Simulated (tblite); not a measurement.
## Run report: C5H7NOSi, geometry relaxation (part 3 of 4)

Continued. System: C5H7NOSi, SMILES O[SiH2]c1ccncc1. Method: GFN2-xTB geometry optimisation, gas phase (tblite 0.8.0). It belongs to a series of runs on one base structure; here: SiH2 inserted into a O-C bond.

Geometry of the input (Å):
```
O  2.7721  0.0612  -0.9609
Si 2.0387  -0.0237  0.5218
C  0.2172  0.0204  0.2122
C  -0.3848  1.1331  -0.4354
C  -1.7546  1.1161  -0.6451
N  -2.5733  0.1028  -0.2992
C  -1.9877  -0.9461  0.3120
C  -0.6231  -1.0313  0.5898
H  2.3741  -0.4991  -1.6455
H  2.4137  -1.3158  1.1681
H  2.4652  1.1196  1.3603
H  0.1972  1.9807  -0.7462
H  -2.2486  1.9563  -1.1317
H  -2.6615  -1.7523  0.5923
H  -0.2490  -1.9140  1.0855
```

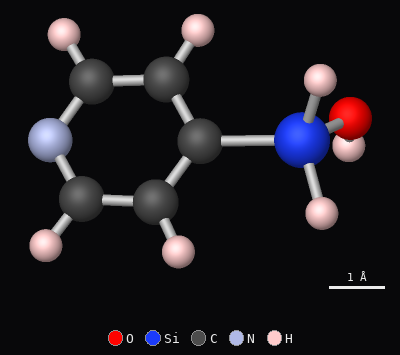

Fig. 1: The geometry at step 51 of the log (ball-and-stick view, seen at a tilt).

## Trajectory as extended XYZ, continued
```
15
Properties=species:S:1:pos:R:3:forces:R:3 step=40 energy=-626.33911
O     2.8396    0.1294   -0.9139   -0.0010  -0.0040  -0.0090
Si    2.0446   -0.0543    0.4923   -0.0080   0.0080  -0.0120
C     0.1692    0.0016    0.2167    0.0000  -0.0080  -0.0060
C    -0.4221    1.0951   -0.4128    0.0070  -0.0060   0.0060
C    -1.7896    1.1025   -0.6295    0.0030  -0.0070  -0.0080
N    -2.5886    0.1118   -0.2681    0.0070   0.0080  -0.0010
C    -2.0400   -0.9277    0.3376   -0.0040   0.0070   0.0100
C    -0.6840   -1.0281    0.6034    0.0080   0.0000  -0.0130
H     2.7081   -0.4475   -1.6620    0.0030   0.0170   0.0090
H     2.3732   -1.3393    1.1114   -0.0070  -0.0080   0.0130
H     2.4928    1.1160    1.2314    0.0110  -0.0010   0.0130
H     0.1839    1.9312   -0.7304   -0.0010  -0.0090  -0.0120
H    -2.2731    1.9375   -1.1213   -0.0150  -0.0020   0.0080
H    -2.7247   -1.7178    0.6199   -0.0090   0.0040   0.0020
H    -0.2938   -1.9023    1.1035    0.0060   0.0000  -0.0010
15
Properties=species:S:1:pos:R:3:forces:R:3 step=41 energy=-626.33919
O     2.8411    0.1310   -0.9130   -0.0020   0.0040  -0.0060
Si    2.0434   -0.0535    0.4914    0.0120  -0.0020  -0.0030
C     0.1685    0.0014    0.2160    0.0010  -0.0100  -0.0100
C    -0.4227    1.0944   -0.4139    0.0020   0.0030   0.0010
C    -1.7905    1.1026   -0.6292    0.0050  -0.0030  -0.0080
N    -2.5896    0.1127   -0.2660    0.0050   0.0040  -0.0010
C    -2.0408   -0.9273    0.3388   -0.0030   0.0060   0.0120
C    -0.6844   -1.0281    0.6031    0.0000  -0.0080  -0.0100
H     2.7141   -0.4477   -1.6603    0.0010   0.0120   0.0020
H     2.3729   -1.3395    1.1086   -0.0100  -0.0050   0.0130
H     2.4928    1.1148    1.2329    0.0070   0.0000   0.0120
H     0.1837    1.9295   -0.7332   -0.0010  -0.0050  -0.0120
H    -2.2737    1.9380   -1.1210   -0.0150  -0.0070   0.0110
H    -2.7255   -1.7175    0.6219   -0.0050   0.0110   0.0000
H    -0.2938   -1.9029    1.1020    0.0050   0.0020   0.0000
15
Properties=species:S:1:pos:R:3:forces:R:3 step=43 energy=-626.33934
O     2.8441    0.1358   -0.9122   -0.0020   0.0140   0.0030
Si    2.0419   -0.0528    0.4889    0.0280  -0.0150   0.0160
C     0.1673    0.0002    0.2133    0.0070  -0.0080  -0.0130
C    -0.4239    1.0931   -0.4161   -0.0030   0.0080  -0.0110
C    -1.7920    1.1026   -0.6291   -0.0010   0.0030   0.0010
N    -2.5913    0.1144   -0.2623   -0.0030  -0.0030   0.0010
C    -2.0426   -0.9260    0.3419    0.0010  -0.0010   0.0040
C    -0.6855   -1.0288    0.6019   -0.0050  -0.0090  -0.0010
H     2.7299   -0.4482   -1.6570   -0.0040   0.0050  -0.0100
H     2.3716   -1.3408    1.1033   -0.0130   0.0010   0.0100
H     2.4915    1.1123    1.2362   -0.0010  -0.0050   0.0040
H     0.1829    1.9265   -0.7384    0.0010   0.0020  -0.0100
H    -2.2764    1.9384   -1.1191   -0.0090  -0.0090   0.0070
H    -2.7280   -1.7153    0.6265    0.0000   0.0160   0.0010
H    -0.2938   -1.9034    1.1003    0.0010   0.0000   0.0000
15
Properties=species:S:1:pos:R:3:forces:R:3 step=44 energy=-626.33943
O     2.8457    0.1388   -0.9120   -0.0010   0.0170   0.0100
Si    2.0417   -0.0527    0.4878    0.0220  -0.0150   0.0210
C     0.1668   -0.0007    0.2115    0.0110  -0.0050  -0.0160
C    -0.4244    1.0925   -0.4178   -0.0020   0.0040  -0.0140
C    -1.7927    1.1025   -0.6293   -0.0050   0.0040   0.0090
N    -2.5920    0.1153   -0.2602   -0.0070  -0.0060   0.0010
C    -2.0435   -0.9254    0.3437    0.0040  -0.0020  -0.0020
C    -0.6859   -1.0295    0.6010   -0.0020  -0.0010   0.0040
H     2.7378   -0.4479   -1.6554   -0.0060   0.0010  -0.0160
H     2.3702   -1.3414    1.1012   -0.0110   0.0010   0.0080
H     2.4910    1.1107    1.2385   -0.0040  -0.0070   0.0000
H     0.1826    1.9250   -0.7418    0.0020   0.0040  -0.0080
H    -2.2785    1.9384   -1.1177   -0.0030  -0.0060   0.0020
H    -2.7297   -1.7136    0.6291    0.0020   0.0120   0.0040
H    -0.2937   -1.9039    1.0995   -0.0010   0.0000  -0.0010
15
Properties=species:S:1:pos:R:3:forces:R:3 step=45 energy=-626.33952
O     2.8466    0.1410   -0.9117    0.0010   0.0180   0.0170
Si    2.0422   -0.0527    0.4875    0.0070  -0.0110   0.0180
C     0.1668   -0.0014    0.2098    0.0130  -0.0020  -0.0180
C    -0.4245    1.0919   -0.4196   -0.0010  -0.0040  -0.0120
C    -1.7931    1.1024   -0.6296   -0.0060   0.0050   0.0150
N    -2.5923    0.1160   -0.2583   -0.0090  -0.0070   0.0000
C    -2.0438   -0.9250    0.3448    0.0060  -0.0010  -0.0070
C    -0.6859   -1.0302    0.6001    0.0020   0.0080   0.0060
H     2.7420   -0.4470   -1.6545   -0.0070  -0.0010  -0.0200
H     2.3687   -1.3418    1.1007   -0.0060  -0.0050   0.0070
H     2.4912    1.1091    1.2408   -0.0050  -0.0060  -0.0030
H     0.1826    1.9239   -0.7451    0.0010   0.0020  -0.0060
H    -2.2806    1.9381   -1.1164    0.0030  -0.0020  -0.0030
H    -2.7311   -1.7118    0.6310    0.0040   0.0050   0.0080
H    -0.2933   -1.9044    1.0986   -0.0030   0.0010  -0.0030
15
Properties=species:S:1:pos:R:3:forces:R:3 step=46 energy=-626.33961
O     2.8469    0.1420   -0.9113    0.0030   0.0130   0.0180
Si    2.0430   -0.0528    0.4881   -0.0110  -0.0050   0.0090
C     0.1673   -0.0018    0.2086    0.0090   0.0000  -0.0170
C    -0.4243    1.0915   -0.4213    0.0010  -0.0090  -0.0080
C    -1.7932    1.1023   -0.6296   -0.0050   0.0030   0.0160
N    -2.5924    0.1164   -0.2571   -0.0060  -0.0050  -0.0010
C    -2.0436   -0.9249    0.3453    0.0050   0.0010  -0.0070
C    -0.6855   -1.0306    0.5993    0.0060   0.0140   0.0050
H     2.7414   -0.4455   -1.6544   -0.0060   0.0010  -0.0190
H     2.3672   -1.3418    1.1018   -0.0010  -0.0110   0.0080
H     2.4923    1.1079    1.2427   -0.0060  -0.0040  -0.0030
H     0.1828    1.9231   -0.7478   -0.0010  -0.0010  -0.0030
H    -2.2819    1.9377   -1.1156    0.0070   0.0020  -0.0050
H    -2.7317   -1.7106    0.6319    0.0060  -0.0020   0.0110
H    -0.2927   -1.9050    1.0976   -0.0040   0.0030  -0.0030
15
Properties=species:S:1:pos:R:3:forces:R:3 step=47 energy=-626.33969
O     2.8467    0.1419   -0.9106    0.0040   0.0040   0.0130
Si    2.0439   -0.0529    0.4895   -0.0220  -0.0020  -0.0010
C     0.1682   -0.0019    0.2077    0.0020   0.0010  -0.0130
C    -0.4239    1.0911   -0.4226    0.0020  -0.0100  -0.0030
C    -1.7931    1.1023   -0.6294   -0.0020   0.0010   0.0100
N    -2.5923    0.1165   -0.2565    0.0000  -0.0020  -0.0010
C    -2.0430   -0.9249    0.3450    0.0040   0.0020  -0.0050
C    -0.6848   -1.0307    0.5988    0.0060   0.0150   0.0020
H     2.7368   -0.4434   -1.6550   -0.0040   0.0070  -0.0110
H     2.3659   -1.3416    1.1043    0.0020  -0.0160   0.0070
H     2.4942    1.1071    1.2442   -0.0060  -0.0010  -0.0020
H     0.1831    1.9226   -0.7501   -0.0030  -0.0030  -0.0020
H    -2.2824    1.9374   -1.1154    0.0100   0.0050  -0.0050
H    -2.7316   -1.7101    0.6320    0.0090  -0.0080   0.0120
H    -0.2921   -1.9055    1.0964   -0.0030   0.0060  -0.0020
15
Properties=species:S:1:pos:R:3:forces:R:3 step=48 energy=-626.33975
O     2.8464    0.1414   -0.9098    0.0030  -0.0050   0.0040
Si    2.0442   -0.0529    0.4909   -0.0210  -0.0020  -0.0080
C     0.1689   -0.0018    0.2069   -0.0040   0.0010  -0.0070
C    -0.4235    1.0908   -0.4235    0.0020  -0.0060  -0.0020
C    -1.7930    1.1024   -0.6290    0.0010  -0.0010   0.0020
N    -2.5922    0.1165   -0.2562    0.0050   0.0020   0.0000
C    -2.0424   -0.9250    0.3447    0.0020   0.0020   0.0000
C    -0.6842   -1.0304    0.5984    0.0040   0.0090  -0.0020
H     2.7316   -0.4414   -1.6559   -0.0010   0.0150   0.0000
H     2.3650   -1.3415    1.1067    0.0030  -0.0160   0.0060
H     2.4961    1.1067    1.2452   -0.0080   0.0000  -0.0010
H     0.1834    1.9221   -0.7518   -0.0050  -0.0030  -0.0010
H    -2.2823    1.9372   -1.1156    0.0100   0.0050  -0.0020
H    -2.7309   -1.7101    0.6318    0.0100  -0.0090   0.0110
H    -0.2917   -1.9058    1.0952   -0.0020   0.0080   0.0000
15
Properties=species:S:1:pos:R:3:forces:R:3 step=49 energy=-626.33979
O     2.8464    0.1412   -0.9089    0.0020  -0.0110  -0.0020
Si    2.0440   -0.0530    0.4917   -0.0110  -0.0050  -0.0090
C     0.1693   -0.0019    0.2061   -0.0070   0.0010   0.0000
C    -0.4234    1.0904   -0.4243    0.0000   0.0000  -0.0030
C    -1.7931    1.1024   -0.6286    0.0030  -0.0020  -0.0060
N    -2.5923    0.1166   -0.2557    0.0060   0.0030   0.0010
C    -2.0421   -0.9249    0.3447    0.0000   0.0000   0.0030
C    -0.6838   -1.0300    0.5982   -0.0010   0.0010  -0.0040
H     2.7290   -0.4398   -1.6562    0.0010   0.0200   0.0060
H     2.3644   -1.3418    1.1080    0.0020  -0.0100   0.0030
H     2.4972    1.1063    1.2459   -0.0100  -0.0020  -0.0020
H     0.1835    1.9214   -0.7533   -0.0040  -0.0010  -0.0010
H    -2.2819    1.9372   -1.1157    0.0080   0.0050   0.0010
H    -2.7302   -1.7103    0.6322    0.0110  -0.0070   0.0100
H    -0.2914   -1.9058    1.0942    0.0000   0.0070   0.0030
15
Properties=species:S:1:pos:R:3:forces:R:3 step=51 energy=-626.33989
O     2.8481    0.1432   -0.9070    0.0020  -0.0110  -0.0010
Si    2.0426   -0.0539    0.4915    0.0160  -0.0120   0.0000
C     0.1692   -0.0026    0.2029   -0.0030   0.0010   0.0100
C    -0.4238    1.0893   -0.4269   -0.0020   0.0080  -0.0060
C    -1.7939    1.1026   -0.6280    0.0020  -0.0020  -0.0160
N    -2.5931    0.1175   -0.2535   -0.0020   0.0020   0.0030
C    -2.0423   -0.9242    0.3461   -0.0030  -0.0020   0.0050
C    -0.6838   -1.0295    0.5973   -0.0060  -0.0120  -0.0040
H     2.7331   -0.4367   -1.6555    0.0010   0.0190   0.0050
H     2.3631   -1.3440    1.1074   -0.0040   0.0060  -0.0060
H     2.4962    1.1043    1.2480   -0.0160  -0.0080  -0.0040
H     0.1828    1.9194   -0.7579    0.0020   0.0070  -0.0030
H    -2.2819    1.9377   -1.1151    0.0030   0.0040   0.0030
H    -2.7293   -1.7099    0.6360    0.0070   0.0000   0.0050
H    -0.2914   -1.9054    1.0926    0.0040   0.0010   0.0090
15
Properties=species:S:1:pos:R:3:forces:R:3 step=52 energy=-626.33997
O     2.8499    0.1455   -0.9056    0.0040  -0.0080   0.0030
Si    2.0417   -0.0551    0.4907    0.0250  -0.0120   0.0060
C     0.1688   -0.0034    0.2003    0.0030   0.0010   0.0120
C    -0.4242    1.0885   -0.4294   -0.0010   0.0080  -0.0040
C    -1.7945    1.1026   -0.6280    0.0000  -0.0030  -0.0150
N    -2.5938    0.1183   -0.2515   -0.0080   0.0010   0.0030
C    -2.0428   -0.9236    0.3476   -0.0040  -0.0010   0.0050
C    -0.6841   -1.0294    0.5965   -0.0050  -0.0140  -0.0010
H     2.7396   -0.4342   -1.6547   -0.0020   0.0140  -0.0010
H     2.3619   -1.3461    1.1061   -0.0060   0.0120  -0.0110
H     2.4940    1.1022    1.2496   -0.0180  -0.0100  -0.0040
H     0.1821    1.9181   -0.7614    0.0050   0.0090  -0.0040
H    -2.2825    1.9383   -1.1141   -0.0010   0.0030   0.0010
H    -2.7290   -1.7089    0.6400    0.0020   0.0030   0.0010
H    -0.2914   -1.9049    1.0920    0.0060  -0.0040   0.0110
15
Properties=species:S:1:pos:R:3:forces:R:3 step=53 energy=-626.34005
O     2.8520    0.1481   -0.9040    0.0080  -0.0050   0.0070
Si    2.0409   -0.0569    0.4897    0.0220  -0.0070   0.0080
C     0.1685   -0.0043    0.1974    0.0080   0.0010   0.0110
C    -0.4246    1.0876   -0.4323    0.0000   0.0040   0.0000
C    -1.7952    1.1025   -0.6283   -0.0010  -0.0030  -0.0110
N    -2.5946    0.1192   -0.2492   -0.0110  -0.0010   0.0010
C    -2.0433   -0.9229    0.3492   -0.0040   0.0020   0.0050
C    -0.6844   -1.0296    0.5954   -0.0020  -0.0100   0.0020
H     2.7471   -0.4310   -1.6541   -0.0040   0.0070  -0.0090
H     2.3602   -1.3483    1.1047   -0.0060   0.0120  -0.0140
H     2.4908    1.0995    1.2512   -0.0160  -0.0080  -0.0010
H     0.1815    1.9171   -0.7653    0.0070   0.0070  -0.0050
H    -2.2833    1.9390   -1.1128   -0.0040   0.0020  -0.0020
H    -2.7289   -1.7077    0.6447   -0.0050   0.0040  -0.0020
H    -0.2913   -1.9043    1.0919    0.0060  -0.0070   0.0100
15
Properties=species:S:1:pos:R:3:forces:R:3 step=54 energy=-626.34010
O     2.8535    0.1497   -0.9029    0.0120  -0.0020   0.0080
Si    2.0408   -0.0583    0.4891    0.0100   0.0010   0.0060
C     0.1684   -0.0049    0.1956    0.0080   0.0000   0.0060
C    -0.4247    1.0871   -0.4345    0.0020  -0.0010   0.0050
C    -1.7956    1.1023   -0.6288   -0.0010  -0.0020  -0.0040
N    -2.5951    0.1198   -0.2478   -0.0080  -0.0010  -0.0010
C    -2.0437   -0.9225    0.3503   -0.0020   0.0040   0.0040
C    -0.6844   -1.0299    0.5947    0.0020  -0.0020   0.0040
H     2.7517   -0.4284   -1.6540   -0.0060   0.0030  -0.0130
H     2.3589   -1.3497    1.1038   -0.0020   0.0050  -0.0140
H     2.4882    1.0975    1.2523   -0.0110  -0.0020   0.0040
H     0.1813    1.9166   -0.7679    0.0050   0.0020  -0.0040
H    -2.2840    1.9395   -1.1119   -0.0040  -0.0010  -0.0050
H    -2.7288   -1.7067    0.6478   -0.0090   0.0040  -0.0030
H    -0.2911   -1.9040    1.0922    0.0040  -0.0060   0.0070
15
Properties=species:S:1:pos:R:3:forces:R:3 step=55 energy=-626.34014
O     2.8544    0.1499   -0.9023    0.0150  -0.0010   0.0070
Si    2.0411   -0.0590    0.4891   -0.0010   0.0050   0.0000
C     0.1686   -0.0050    0.1952    0.0040  -0.0010   0.0020
C    -0.4246    1.0869   -0.4353    0.0020  -0.0040   0.0060
C    -1.7956    1.1021   -0.6293    0.0000  -0.0010   0.0010
N    -2.5953    0.1200   -0.2473   -0.0010  -0.0010  -0.0020
C    -2.0437   -0.9223    0.3507    0.0000   0.0040   0.0040
C    -0.6844   -1.0301    0.5944    0.0030   0.0030   0.0060
H     2.7524   -0.4268   -1.6544   -0.0060   0.0010  -0.0140
H     2.3582   -1.3502    1.1036    0.0010  -0.0020  -0.0110
H     2.4870    1.0966    1.2528   -0.0070   0.0030   0.0080
H     0.1813    1.9166   -0.7690    0.0020  -0.0040  -0.0020
H    -2.2842    1.9397   -1.1116   -0.0030  -0.0040  -0.0060
H    -2.7288   -1.7063    0.6490   -0.0090   0.0040  -0.0040
H    -0.2908   -1.9039    1.0925    0.0010  -0.0030   0.0030
15
Properties=species:S:1:pos:R:3:forces:R:3 step=56 energy=-626.34017
O     2.8551    0.1495   -0.9018    0.0150  -0.0020   0.0030
Si    2.0414   -0.0594    0.4894   -0.0090   0.0080  -0.0050
C     0.1689   -0.0051    0.1952   -0.0020  -0.0010  -0.0010
C    -0.4244    1.0867   -0.4356    0.0010  -0.0040   0.0060
C    -1.7956    1.1019   -0.6297    0.0020   0.0000   0.0050
N    -2.5955    0.1200   -0.2472    0.0070  -0.0010  -0.0020
C    -2.0437   -0.9222    0.3509    0.0020   0.0020   0.0030
C    -0.6841   -1.0302    0.5944    0.0020   0.0060   0.0070
H     2.7512   -0.4253   -1.6552   -0.0060   0.0020  -0.0110
H     2.3578   -1.3504    1.1037    0.0030  -0.0090  -0.0080
H     2.4863    1.0962    1.2531   -0.0030   0.0080   0.0110
H     0.1815    1.9166   -0.7696   -0.0010  -0.0090   0.0000
H    -2.2842    1.9397   -1.1118   -0.0010  -0.0070  -0.0050
H    -2.7288   -1.7061    0.6493   -0.0080   0.0050  -0.0040
H    -0.2905   -1.9039    1.0929   -0.0020   0.0010   0.0000
15
Properties=species:S:1:pos:R:3:forces:R:3 step=58 energy=-626.34029
O     2.8592    0.1474   -0.8991    0.0080  -0.0050  -0.0110
Si    2.0422   -0.0603    0.4904   -0.0140   0.0070  -0.0150
C     0.1699   -0.0053    0.1948   -0.0140  -0.0020  -0.0070
C    -0.4237    1.0860   -0.4368   -0.0030  -0.0010  -0.0020
C    -1.7953    1.1014   -0.6306    0.0060   0.0040   0.0100
N    -2.5956    0.1204   -0.2464    0.0220  -0.0010   0.0000
C    -2.0433   -0.9214    0.3522    0.0050  -0.0060   0.0000
C    -0.6834   -1.0301    0.5948   -0.0040   0.0070   0.0100
H     2.7456   -0.4184   -1.6583   -0.0020   0.0110   0.0060
H     2.3562   -1.3518    1.1033    0.0070  -0.0170  -0.0010
H     2.4837    1.0949    1.2559    0.0040   0.0120   0.0140
H     0.1821    1.9152   -0.7733   -0.0050  -0.0140   0.0060
H    -2.2838    1.9395   -1.1128    0.0040  -0.0140  -0.0040
H    -2.7287   -1.7054    0.6507   -0.0030   0.0090  -0.0020
H    -0.2893   -1.9040    1.0933   -0.0080   0.0100  -0.0040
15
Properties=species:S:1:pos:R:3:forces:R:3 step=59 energy=-626.34037
O     2.8632    0.1468   -0.8968    0.0000  -0.0050  -0.0150
Si    2.0421   -0.0609    0.4904   -0.0070   0.0030  -0.0130
C     0.1702   -0.0057    0.1936   -0.0140  -0.0030  -0.0070
C    -0.4236    1.0851   -0.4384   -0.0030   0.0010  -0.0070
C    -1.7953    1.1011   -0.6309    0.0050   0.0050   0.0110
N    -2.5956    0.1210   -0.2450    0.0200  -0.0010   0.0010
C    -2.0433   -0.9207    0.3539    0.0040  -0.0090  -0.0020
C    -0.6831   -1.0299    0.5951   -0.0070   0.0050   0.0090
H     2.7445   -0.4128   -1.6600    0.0000   0.0140   0.0150
H     2.3549   -1.3539    1.1017    0.0060  -0.0120  -0.0010
H     2.4810    1.0936    1.2591    0.0050   0.0070   0.0100
H     0.1821    1.9133   -0.7773   -0.0020  -0.0110   0.0080
H    -2.2839    1.9391   -1.1134    0.0040  -0.0150  -0.0040
H    -2.7289   -1.7042    0.6529   -0.0010   0.0090  -0.0010
H    -0.2887   -1.9039    1.0932   -0.0100   0.0110  -0.0030
15
Properties=species:S:1:pos:R:3:forces:R:3 step=60 energy=-626.34043
O     2.8668    0.1475   -0.8949   -0.0070   0.0000  -0.0090
Si    2.0417   -0.0616    0.4898    0.0030  -0.0010  -0.0070
C     0.1701   -0.0064    0.1918   -0.0060  -0.0030  -0.0050
C    -0.4237    1.0841   -0.4403   -0.0020   0.0020  -0.0080
C    -1.7955    1.1011   -0.6309    0.0020   0.0040   0.0080
N    -2.5957    0.1216   -0.2432    0.0080  -0.0010   0.0010
C    -2.0434   -0.9199    0.3557    0.0020  -0.0080  -0.0040
C    -0.6832   -1.0296    0.5954   -0.0060   0.0020   0.0070
H     2.7471   -0.4085   -1.6607    0.0000   0.0110   0.0130
H     2.3538   -1.3562    1.0992    0.0040  -0.0030  -0.0040
H     2.4781    1.0922    1.2621    0.0040  -0.0010   0.0040
H     0.1818    1.9114   -0.7811    0.0040  -0.0040   0.0070
H    -2.2843    1.9386   -1.1136    0.0030  -0.0110  -0.0050
H    -2.7295   -1.7027    0.6557   -0.0010   0.0070   0.0010
H    -0.2886   -1.9036    1.0930   -0.0080   0.0070   0.0020
15
Properties=species:S:1:pos:R:3:forces:R:3 step=61 energy=-626.34046
O     2.8685    0.1485   -0.8942   -0.0080   0.0050  -0.0020
Si    2.0414   -0.0620    0.4891    0.0070  -0.0020  -0.0010
C     0.1697   -0.0069    0.1905    0.0010  -0.0020  -0.0020
C    -0.4239    1.0836   -0.4415    0.0010   0.0000  -0.0050
C    -1.7957    1.1011   -0.6306    0.0000   0.0010   0.0040
N    -2.5957    0.1220   -0.2422   -0.0020  -0.0010   0.0000
C    -2.0436   -0.9197    0.3567   -0.0010  -0.0030  -0.0030
C    -0.6835   -1.0295    0.5956   -0.0030   0.0010   0.0040
H     2.7506   -0.4067   -1.6605   -0.0020   0.0070   0.0070
H     2.3533   -1.3575    1.0975    0.0020   0.0030  -0.0060
H     2.4764    1.0912    1.2635    0.0020  -0.0060   0.0000
H     0.1817    1.9104   -0.7828    0.0070   0.0010   0.0040
H    -2.2848    1.9383   -1.1135    0.0010  -0.0060  -0.0060
H    -2.7300   -1.7016    0.6575   -0.0020   0.0030   0.0020
H    -0.2888   -1.9033    1.0930   -0.0050   0.0020   0.0050
```
